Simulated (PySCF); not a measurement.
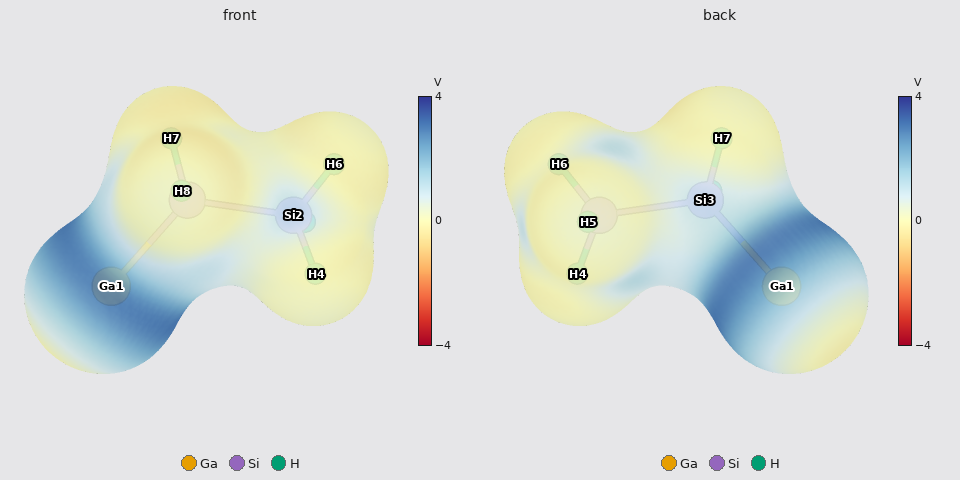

*GaH$_{5}$Si$_{2}$ (SMILES [SiH3][SiH2][Ga]). The molecular electrostatic potential painted on the density surface at 0.004 e/bohr³, seen from the front and from behind; red is negative and blue positive.*

Geometry: B3LYP/6-31G*.

Level of theory: Gaussian-basis quantum chemistry of an isolated molecule with PySCF, energy and nuclear gradient, functional PBE0 in PySCF 2.14.0.

The calculation's input:

```
import pyscf.grad
from pyscf import gto, dft

mol = gto.M(
    atom=[
    ('Ga', (0.441438, -2.332895, -1.814892)),
    ('Si', (-1.197715, -0.363390, 1.576614)),
    ('Si', (-0.051655, -2.255900, 0.761655)),
    ('H', (-0.423850, 0.879784, 1.286013)),
    ('H', (-2.518673, -0.219470, 0.895965)),
    ('H', (-1.455276, -0.394816, 3.045702)),
    ('H', (-0.855376, -3.450839, 1.191373)),
    ('H', (1.220234, -2.350015, 1.556587)),
],
    max_memory=3720,
    verbose=3,
    basis='def2-tzvpd',
    spin=0,
)

ks = dft.RKS(mol)
ks.xc = 'pbe0'
ks = ks.density_fit(auxbasis='def2-universal-jkfit')
ks.max_cycle = 100
ks.conv_tol = 1e-09
ks.grids.level = 3
ks.kernel()
if not ks.converged:
    ks = ks.newton().run(ks.mo_coeff, ks.mo_occ)

energy = ks.e_tot
print('Final energy', energy)
grad = ks.Gradients().kernel()
dip = ks.dip_moment()
pop, q = ks.mulliken_pop()
```

Command:

```sh
OMP_NUM_THREADS=2 python input.py
```

> Describe the electrostatic potential map.

The most negative region (about −0.3 V) lies over H7 and H8, the most positive (about +3.1 V) over Ga1.

> What dipole moment does the calculation give?

Its dipole moment is 2.07 D.
